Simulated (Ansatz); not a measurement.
**CH5FSi···H (doublet): density, localisation and related maps**

Input

```
crystal:
  periodic: [false, false, false]
  atoms:
    - { symbol: Si, position_ang: [0.0, 0.0, 0.0] }
    - { symbol: H, position_ang: [0.0, 0.0, 1.71] }
    - { symbol: H, position_ang: [1.3768, 0.0, -0.4862] }
    - { symbol: C, position_ang: [-0.8808, 1.5259, -0.6227] }
    - { symbol: H, position_ang: [-1.9334, 1.2723, -0.8671] }
    - { symbol: H, position_ang: [-0.8624, 2.3106, 0.1622] }
    - { symbol: H, position_ang: [-0.3704, 1.9025, -1.5336] }
    - { symbol: H, position_ang: [-0.6877, -1.1914, -0.4862] }
    - { symbol: F, position_ang: [0.0, 0.0, 2.93] }
magnetization:
  spin_polarized: true
  initial_magnetization: 1
basis:
  gaussian: { orbitals: def2-SVP }
hamiltonian:
  xc: pbe
relax:
  f_tol: 0.15
  max_steps: 25
  restrain:
    - { distance: [1, 8], at: 2.12, k: 30.0 }
    - { distance: [0, 1], at: 1.46, k: 30.0 }
output:
  orbitals: {}
```

Launched as:

```sh
ansatz run input.yaml --threads 2 --pin off --max-ram 3072MiB --backend cpu --events-out ev --progress --plain --runs-dir out
```

The fields are those of the run's last geometry, not of the input's.

Not at a stationary point (largest force 1.4 eV/Å).

These are results of UKS PBE/def2-SVP (Ansatz 0.2.0), not measurements.

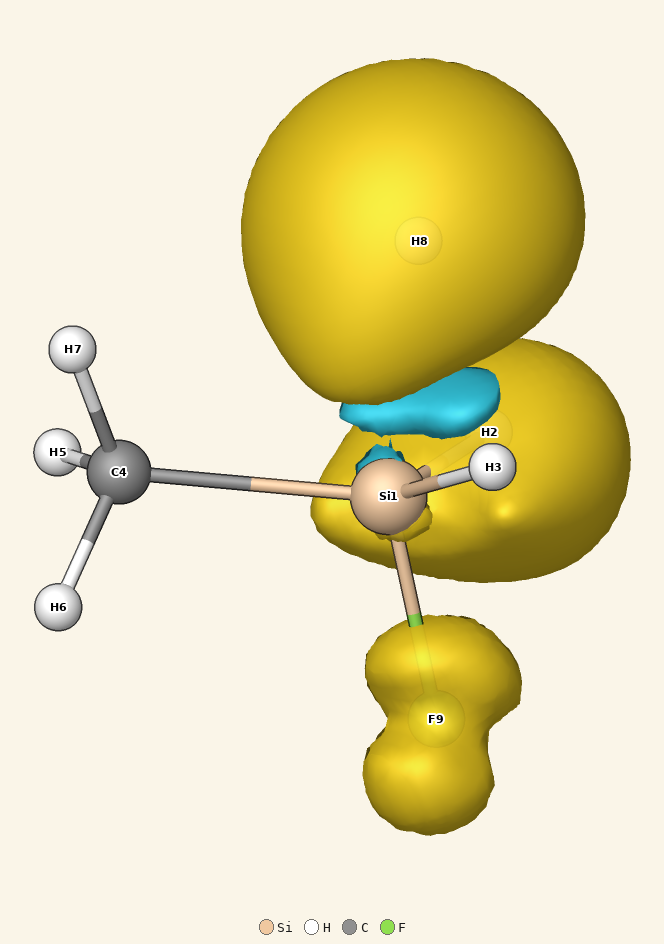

Figure 1. Isosurfaces of the spin density at +0.015 (yellow) and −0.015 e/Å³ (cyan), seen across its widest extent.

Which atoms carry the spin?

Answer. The unpaired spin (1 electron) lies mostly on H8 (about 0.5), Si1 (about 0.2), H2 (about 0.2) and F9 (about 0.1), in electrons by Hirshfeld's partition.

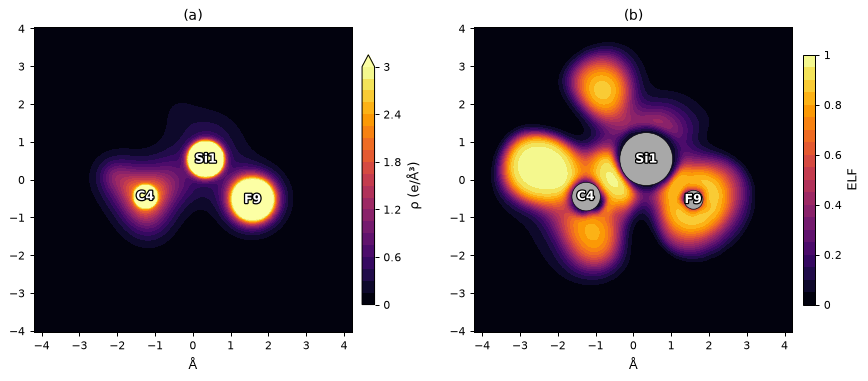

Figure 2. (a) electron density; (b) electron localisation function on the plane of atoms C4, Si1 and F9. Grey discs cover the atomic cores in the ELF map.

What do the fields say about this system?

Answer.
- The section cuts through Si, C and F sites.
- Si–F (1.65 Å): ρ is about 0.94 e/Å³ halfway; the ELF peaks at about 0.85 in the valence shell of F, 0.6 Å from its nucleus, and is about 0.35 at the midpoint.
- C–Si (1.88 Å): ρ at the midpoint is about 0.95 e/Å³; the ELF peaks at about 0.95 between the atoms: a covalent bond.
- The ELF also peaks beside F9, away from the bonds: non-bonding electrons, paired or unpaired.

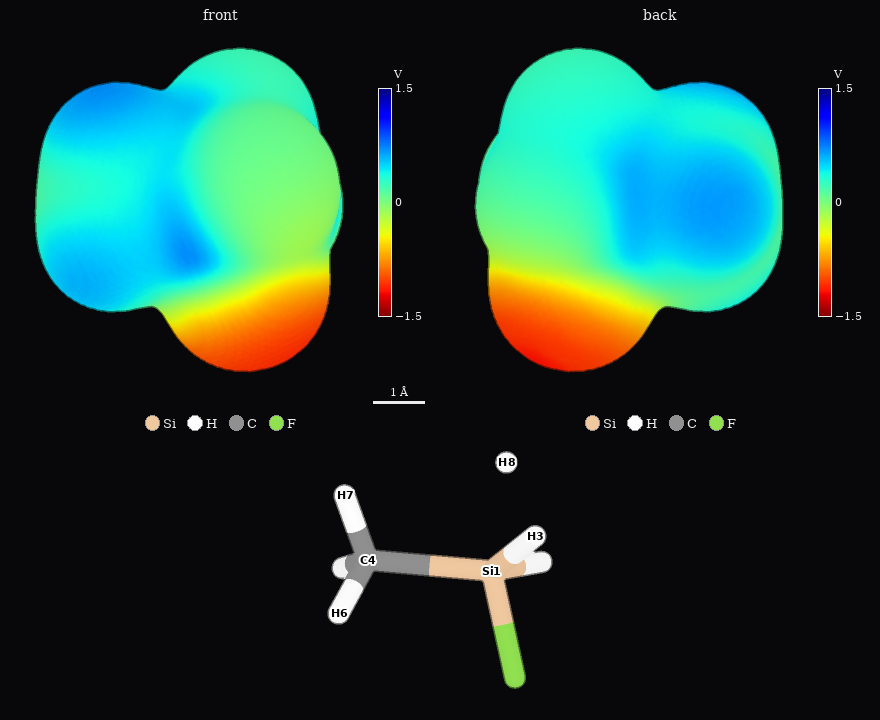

Figure 3. The molecular electrostatic potential painted on the density surface at 0.001 e/bohr³, seen from the front and from behind; red is negative and blue positive. The bare structure is drawn below in the same view.

Which sites attract a positive test charge, and which a negative one?

Answer. A positive charge is drawn to the negative regions and a negative charge to the positive ones. The most negative region (about −1.1 V) lies over F9, the most positive (about +0.7 V) over Si1, H5 and H7.

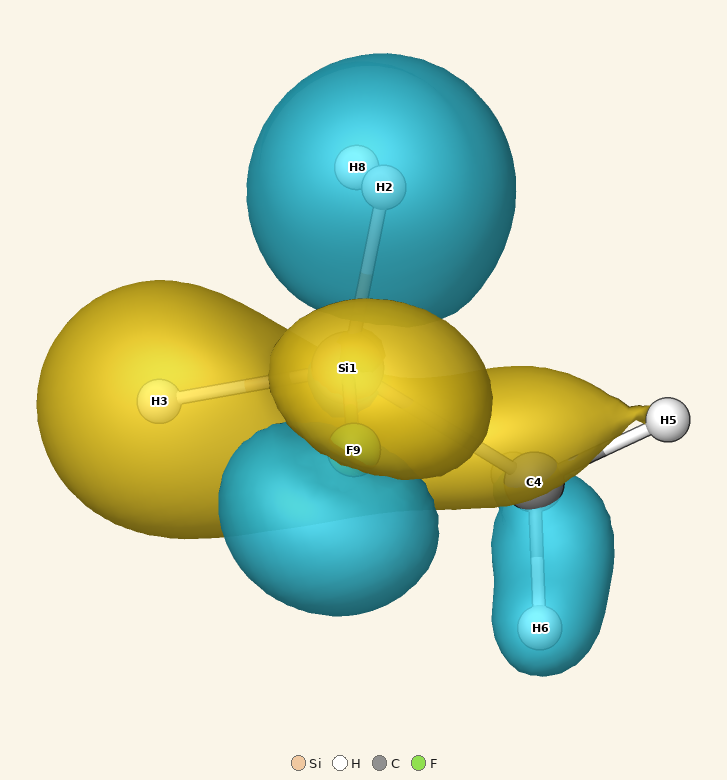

Figure 4. The HOMO−1 (β) at ±0.1 Å⁻³ᐟ² (yellow and cyan are the two phases), seen at an oblique angle.

Where does this orbital lie, and at what energy?

Answer. By Hirshfeld shares it lies mainly on F9 (about 40 %), Si1 (about 20 %), H2 (about 15 %), H3 (about 15 %) and H8 (about 5 %). Its energy is −7.81 eV.
